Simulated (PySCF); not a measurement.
Vertical excitations of a molecule C4H7FSi from TDDFT-PBE/def2-SVPD (PySCF 2.14.0), as energy in eV (oscillator strength): 5.63 (0.014), 5.90 (0.015), 6.26 (0.204), 6.57 (0.020), 6.62 (0.009), 6.86 (0.021), 7.04 (0.001), 7.10 (0.017), 7.15 (0.043), 7.24 (0.004). Lowest triplet (TDA): 4.04 eV. The structure is a stationary point at TPSSh-D3(BJ)/def2-SVP. Other conformers were not sampled.

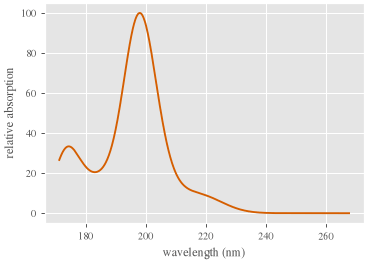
The lines broadened by 0.4 eV.

### Question
Which molecule gave these data?
(A) C[Si@@H]1CC=C1F
(B) CC1=C[Si@H](F)C1
(C) F[SiH]1CC=CC1
(D) F[C@@H]1CC=C1[SiH3]

### Answer
D, F[C@@H]1CC=C1[SiH3]
